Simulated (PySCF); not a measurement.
**One shape, several levels: InHClF (SMILES [F][InH][Cl])**

Aim: a comparison of 6 runs (HF/STO-3G, HF/3-21G, PBE0/def2-SVP, MP2/STO-3G, MP2/def2-SVPD, MP2/def2-TZVP) of InHClF. Input form: a Python script.

The calculation is run with PySCF 2.14.0.

### 1 The system as given

The species is InHClF (4 atoms), meant as a singlet with charge 0. SMILES: `[F][InH][Cl]`. The shape is that of a PBE0-D4/def2-TZVP optimisation.

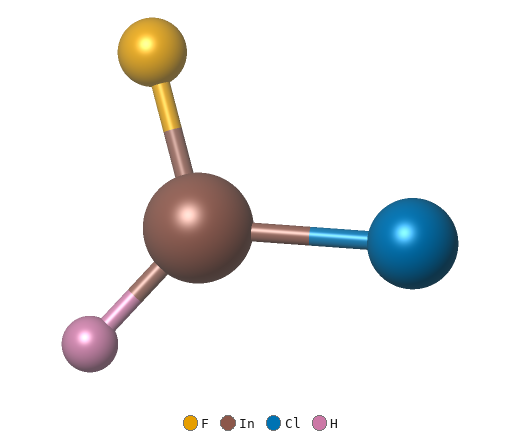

The structure, seen from a chosen angle (fluorine amber, indium brown, chlorine blue, hydrogen pink).

### 2 Energy and forces at HF/STO-3G (run 1)

File calc.py:

```python
import pyscf.grad
from pyscf import gto

mol = gto.Mole()
mol.atom = '''
F   -1.569200  -0.190500   0.987800
In  -0.021100   0.130300  -0.135600
Cl   1.671100  -1.313100   0.468200
H   -0.025300   1.312800  -1.340700
'''
mol.charge = 0
mol.verbose = 4
mol.max_memory = 1860
mol.basis = 'sto-3g'
mol.build()

calc0 = mol.RHF()
calc0.conv_tol = 1e-10
calc0.kernel()
if not calc0.converged:
    calc0 = calc0.newton().run(calc0.mo_coeff, calc0.mo_occ)

e_tot = calc0.e_tot
print('E = %.10f Eh' % e_tot)
grad = calc0.Gradients().kernel()
calc0.analyze()
```

Command:

```bash
$ OMP_NUM_THREADS=1 python calc.py
```

Log:

```text
PySCF version 2.14.0

[... 56 lines left out ...]
converged SCF energy = -6236.16468424445
[... 17 lines left out ...]
DFT Exchange-Correlation Energy =     -193.153875067637728
[... 7 lines left out ...]
MO #6   energy= -103.578783298039  occ= 2
[... 5 lines left out ...]
MO #12  energy= -16.6410441711825  occ= 2
[... 5 lines left out ...]
MO #18  energy= -7.71854253429629  occ= 2
[... 5 lines left out ...]
MO #24  energy= -3.10564468272249  occ= 2
[... 5 lines left out ...]
MO #30  energy= -0.608791000640702 occ= 2
[... 5 lines left out ...]
MO #36  energy= -0.356482655498122 occ= 2
[... 5 lines left out ...]
MO #42  energy= 0.564963970044593  occ= 0
[... 49 lines left out ...]
Dipole moment(X, Y, Z, Debye): -1.23186,  2.31760, -1.73320
```

Wall time 6.6 s (1 thread of Intel Xeon at 2.50GHz (Skylake/Cascade Lake), shared host); peak memory 0.12 GiB.

### 3 Energy and gradient at HF/3-21G (run 2)

File start.xyz:

```xyz
4

F     -1.569200    -0.190500     0.987800
In    -0.021100     0.130300    -0.135600
Cl     1.671100    -1.313100     0.468200
H     -0.025300     1.312800    -1.340700
```

File calc.py:

```python
from pyscf import gto, scf

mol = gto.M(
    atom='start.xyz',
    verbose=4,
    basis='3-21g',
    max_memory=1860,
)

calc0 = scf.RHF(mol)
calc0.conv_tol = 1e-10
calc0.kernel()
if not calc0.converged:
    calc0 = calc0.newton().run(calc0.mo_coeff, calc0.mo_occ)

energy = calc0.e_tot
print('E = %.10f Eh' % energy)
grad = calc0.nuc_grad_method().kernel()
calc0.analyze()
```

Command:

```bash
$ OMP_NUM_THREADS=1 python calc.py
```

Log:

```text
PySCF version 2.14.0

[... 75 lines left out ...]
Two-electron Coulomb Energy =         2937.585297664171321
[... 9 lines left out ...]
MO #7   energy= -29.6238500032694  occ= 2
[... 7 lines left out ...]
MO #15  energy= -17.5622487509266  occ= 2
[... 7 lines left out ...]
MO #23  energy= -3.54008256848402  occ= 2
[... 7 lines left out ...]
MO #31  energy= -1.05606521544111  occ= 2
[... 7 lines left out ...]
MO #39  energy= 0.026012471364913  occ= 0
[... 7 lines left out ...]
MO #47  energy= 0.792010401981047  occ= 0
[... 7 lines left out ...]
MO #55  energy= 3.63875149471287   occ= 0
[... 62 lines left out ...]
Dipole moment(X, Y, Z, Debye): -0.35827,  2.66597, -2.53800
```

It took 7.2 s on 1 thread of Intel Xeon at 2.50GHz (Skylake/Cascade Lake), shared host; peak memory 0.13 GiB.

Runs 3 to 4 aren't shown in full; the table further down has their settings and results.

### 4 Energy and gradient at MP2/def2-SVPD (core potential) (run 5)

File mol.xyz:

```xyz
4
ClFHIn
F     -1.569200    -0.190500     0.987800
In    -0.021100     0.130300    -0.135600
Cl     1.671100    -1.313100     0.468200
H     -0.025300     1.312800    -1.340700
```

File run.py:

```python
from pyscf import gto, scf, mp

system = gto.Mole()
system.atom = 'mol.xyz'
system.basis = 'def2-svpd'
system.verbose = 3
system.max_memory = 1860
system.ecp = {'In': 'def2-svp'}
system.build()

hf = scf.RHF(system)
hf.conv_tol = 1e-10
hf.kernel()
if not hf.converged:
    hf = hf.newton().run(hf.mo_coeff, hf.mo_occ)

pt = mp.MP2(hf, frozen=10).run()
e_final = pt.e_tot
print(f'total energy: {e_final:.8f} hartree')
grad = pt.nuc_grad_method().kernel()
hf.analyze()
```

Command:

```bash
$ OMP_NUM_THREADS=1 python run.py
```

Log:

```text
converged SCF energy = -748.589001741947
[... 12 lines left out ...]
MO #2   energy= -26.2295032044019  occ= 2
[... 10 lines left out ...]
MO #13  energy= -1.09489110472003  occ= 2
[... 10 lines left out ...]
MO #24  energy= -0.4585614421649   occ= 2
[... 10 lines left out ...]
MO #35  energy= 0.177580086429045  occ= 0
[... 10 lines left out ...]
MO #46  energy= 0.366371455691855  occ= 0
[... 10 lines left out ...]
MO #57  energy= 0.662878711878476  occ= 0
[... 10 lines left out ...]
MO #68  energy= 1.23914334958269   occ= 0
[... 10 lines left out ...]
MO #79  energy= 2.12672766252552   occ= 0
[... 10 lines left out ...]
MO #90  energy= 61.6424989326892   occ= 0
[... 5 lines left out ...]
Dipole moment(X, Y, Z, Debye):  0.67838,  2.11784, -2.51123
```

Wall time 32 s (1 thread of Intel Xeon at 2.50GHz (Skylake/Cascade Lake), shared host); peak memory 0.87 GiB.

### 5 Energy and forces at MP2/def2-TZVP (core potential) (run 6)

File job.py:

```python
# [F][InH][Cl]
import pyscf.grad
from pyscf import gto, mp

mol = gto.M(
    atom='''
F     -2.965358    -0.359993     1.866671
In    -0.039873     0.246231    -0.256247
Cl     3.157921    -2.481399     0.884770
H     -0.047810     2.480832    -2.533556
''',
    ecp={'In': 'def2-svp'},
    max_memory=1860,
    unit='bohr',
    spin=0,
    verbose=3,
    charge=0,
    basis='def2-tzvp',
)

myscf = mol.RHF()
myscf.conv_tol = 1e-10
myscf.kernel()
if not myscf.converged:
    myscf = myscf.newton().run(myscf.mo_coeff, myscf.mo_occ)

pt = mp.MP2(myscf, frozen=10).run()
e_final = pt.e_tot
print('Final energy', e_final)
grad = pt.Gradients().kernel()
dip = myscf.dip_moment()
pop, q = myscf.mulliken_pop()
```

Command:

```bash
$ OMP_NUM_THREADS=1 python job.py
```

Log:

```text
converged SCF energy = -748.866710608045
[... 2 lines left out ...]
Final energy -749.5805657501833
[... 7 lines left out ...]
Dipole moment(X, Y, Z, Debye):  0.64469,  2.07411, -2.44926
[... 129 lines left out ...]
charge of    3H =     -0.04129
```

It took 1.7 min on 1 thread of Intel Xeon at 2.50GHz (Skylake/Cascade Lake), shared host; peak memory 1.9 GiB.

### 6 Overview of the runs

```csv
run,level,core potential,integration grid,energy (Eh),dipole moment (D) of the reference,HOMO energy (eV),LUMO energy (eV),wall time
1,HF/STO-3G,–,–,-6236.164684,3.15,-9.07,5.31,6.6 s
2,HF/3-21G,–,–,-6271.602450,3.70,-12.26,0.71,7.2 s
3,PBE0/def2-SVP (core potential),def2-svp,5,-750.363233,2.97,-8.90,-1.69,26 s
4,MP2/STO-3G,–,–,-6236.213790,3.15,-9.07,5.31,9.3 s
5,MP2/def2-SVPD (core potential),def2-svp,–,-749.026565,3.35,-12.48,0.58,32 s
6,MP2/def2-TZVP (core potential),def2-svp,–,-749.580566,3.27,-12.39,0.55,1.7 min
```

### 7 Outcome

| quantity | value |
| --- | --- |
| run 6: total energy | -749.58057 Eh |
| run 6: dipole moment (Hartree–Fock density) | 3.27 D |
| run 6: HOMO energy (Hartree–Fock orbitals) | -12.39 eV |
| run 6: LUMO energy (Hartree–Fock orbitals) | 0.55 eV |
| run 6: HOMO–LUMO gap (Hartree–Fock orbitals) | 12.94 eV |
| run 6: correlation energy (10 core orbitals frozen) | -713.9 mEh |
| run 6: largest force on an atom | 0.191 eV/Å |

**Reading.** Over runs 1, 2, 3 the dipole moment (its size) runs from 2.97 D (PBE0/def2-SVP) to 3.70 D (HF/3-21G). The two ends differ in method and basis and core potential. Over runs 1, 2, 3 the HOMO–LUMO gap runs from 7.21 eV (PBE0/def2-SVP) to 14.37 eV (HF/STO-3G). Some runs of one species differ in core potentials or relativity; totals across that change don't compare. In runs 1, 4 the basis is minimal, so the values are rough. In runs 1, 2, 4 relativity is left out where basis or elements ask for it. All runs together took 3 min, the longest 1.7 min.
